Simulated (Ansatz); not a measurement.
# revPBE/def2-SVPD run of C2H4BCl (SMILES C=CBCl)

Aim: the vertical electron affinity of C2H4BCl at revPBE/def2-SVPD, from 2 runs. 

Program for the calculation: Ansatz 0.2.0.

39 further runs of the same task are left out: 39 set aside as unsound or not needed.

**1. Starting point**

C2H4BCl has 8 atoms, charge 0, and is taken as a singlet. As SMILES, `C=CBCl`. The shape is that of a PBE0-D4/def2-TZVP optimisation. This is one conformer, not always the lowest.

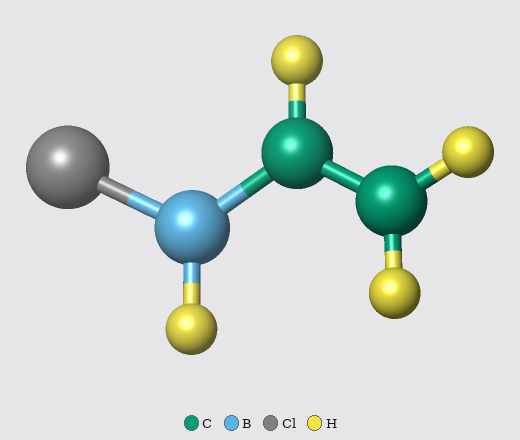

The structure, seen from a chosen angle (carbon teal, boron blue, chlorine grey, hydrogen yellow).

**2. The energy at revPBE/def2-SVPD**

The input, input.yaml:

```yaml
crystal:
  periodic: [false, false, false]
  atoms:
    - {symbol: C, position_ang: [0.357400, 1.219900, -0.260000]}
    - {symbol: C, position_ang: [0.353800, 0.057700, 0.401100]}
    - {symbol: B, position_ang: [-0.528600, -1.094400, -0.086400]}
    - {symbol: Cl, position_ang: [-0.555100, -2.627600, 0.756600]}
    - {symbol: H, position_ang: [-0.259700, 1.360400, -1.142800]}
    - {symbol: H, position_ang: [0.965100, 2.067000, 0.044900]}
    - {symbol: H, position_ang: [0.984000, -0.048700, 1.281300]}
    - {symbol: H, position_ang: [-1.225000, -0.991500, -1.050400]}
basis:
  gaussian:
    orbitals: def2-SVPD
hamiltonian:
  xc: {name: revPBE}
accuracy: high
output:
  orbitals: {seedname: orbitals}
```

On the command line:

```console
ansatz run input.yaml --threads 1 --pin off --max-ram 3480MiB --events-out events.jsonl --progress --plain --runs-dir runs
```

Standard output:

```text
Warning: RAYON_NUM_THREADS=1 ignored (pool sized by the plan → 1); use --threads N
Functional definition: revPBE
  name "revPBE"
  parameter kappa = 1.245
  parameter beta = 0.06672455060314922
  exchange = pbe_x(kappa = kappa, mu = beta*pi^2/3)
  correlation = pbe_c(beta = beta)
2385 factors; integrals over basis functions are off by at most 3.7e-9 eV
mean field evaluation 1: about -15322.7959 eV, gradient 4.9e1 eV
mean field evaluation 2: about -15310.1385 eV, gradient 8.1e1 eV
mean field evaluation 4: about -15329.4027 eV, gradient 1.1e1 eV
mean field evaluation 8: about -15329.7349 eV, gradient 4.0e-1 eV
mean field evaluation 16: about -15329.7353 eV, gradient 1.6e-5 eV
mean field -15329.73529018 eV, -563.3573810464 hartree, gradient 1.1e-8 eV, S^2 0.000000; 0 other end points of the search recorded, 0 dependent functions left out
reference -15329.73529573 eV, -563.3573812503 hartree; 19, 19 occupied and 100, 100 virtual orbitals, 2385 factors
Total energy: -15329.73529573 eV, -563.3573812503 hartree
```

Run time: 11 s. Hardware: 1 thread of Arm Neoverse V1, shared host; peak memory 0.34 GiB.

**3. The doublet anion**

The input, molecule.yaml:

```yaml
crystal:
  periodic: [false, false, false]
  atoms:
    - symbol: C
      position_ang: [0.357400, 1.219900, -0.260000]
    - symbol: C
      position_ang: [0.353800, 0.057700, 0.401100]
    - symbol: B
      position_ang: [-0.528600, -1.094400, -0.086400]
    - symbol: Cl
      position_ang: [-0.555100, -2.627600, 0.756600]
    - symbol: H
      position_ang: [-0.259700, 1.360400, -1.142800]
    - symbol: H
      position_ang: [0.965100, 2.067000, 0.044900]
    - symbol: H
      position_ang: [0.984000, -0.048700, 1.281300]
    - symbol: H
      position_ang: [-1.225000, -0.991500, -1.050400]
basis:
  gaussian: {orbitals: def2-SVPD}
total_charge: -1
magnetization: {spin_polarized: true, initial_magnetization: 1}
hamiltonian: {xc: {name: revPBE}}
accuracy: high
output: {orbitals: {seedname: orbitals}}
```

On the command line:

```console
ansatz run molecule.yaml --threads 1 --pin off --max-ram 3480MiB --events-out events.jsonl --progress --plain --runs-dir runs
```

Standard output:

```text
Warning: RAYON_NUM_THREADS=1 ignored (pool sized by the plan → 1); use --threads N
Functional definition: revPBE
  name "revPBE"
  parameter kappa = 1.245
  parameter beta = 0.06672455060314922
  exchange = pbe_x(kappa = kappa, mu = beta*pi^2/3)
  correlation = pbe_c(beta = beta)
2385 factors; integrals over basis functions are off by at most 3.7e-9 eV
mean field evaluation 1: about -15323.5102 eV, gradient 3.3e1 eV
mean field evaluation 2: about -15270.0218 eV, gradient 8.1e1 eV
mean field evaluation 4: about -15329.8592 eV, gradient 3.7e0 eV
mean field evaluation 8: about -15329.9457 eV, gradient 1.9e-1 eV
mean field evaluation 16: about -15329.9461 eV, gradient 1.9e-4 eV
mean field evaluation 32: about -15328.3330 eV, gradient 2.1e-1 eV
mean field -15329.94606844 eV, -563.3651270045 hartree, gradient 2.0e-8 eV, S^2 0.757722; 2 other end points of the search recorded, 0 dependent functions left out
reference -15329.94607338 eV, -563.3651271862 hartree; 20, 19 occupied and 99, 100 virtual orbitals, 2385 factors
Total energy: -15329.94607338 eV, -563.3651271862 hartree
```

It took 18 s on 1 thread of Arm Neoverse V1, shared host; peak memory 0.43 GiB.

**4. What came out**

At revPBE/def2-SVPD:

```
                                         quantity          value
                    singlet C2H4BCl: total energy  -563.35738 Eh
                     singlet C2H4BCl: HOMO energy       -7.10 eV
                     singlet C2H4BCl: LUMO energy       -2.99 eV
                   singlet C2H4BCl: HOMO–LUMO gap        4.11 eV
                      doublet anion: total energy  -563.36513 Eh
doublet anion: HOMO energy (highest over α and β)        2.58 eV
 doublet anion: LUMO energy (lowest over α and β)        3.71 eV
                              doublet anion: ⟨S²⟩          0.758
vertical electron affinity (to the doublet anion)       0.211 eV
```

At fixed nuclei the extra electron is bound by 0.21 eV (20.3 kJ/mol). The HOMO (doublet anion) lies at positive energy, 2.58 eV, as semi-local functionals often give for anions; only total energies tell whether the electron is bound.
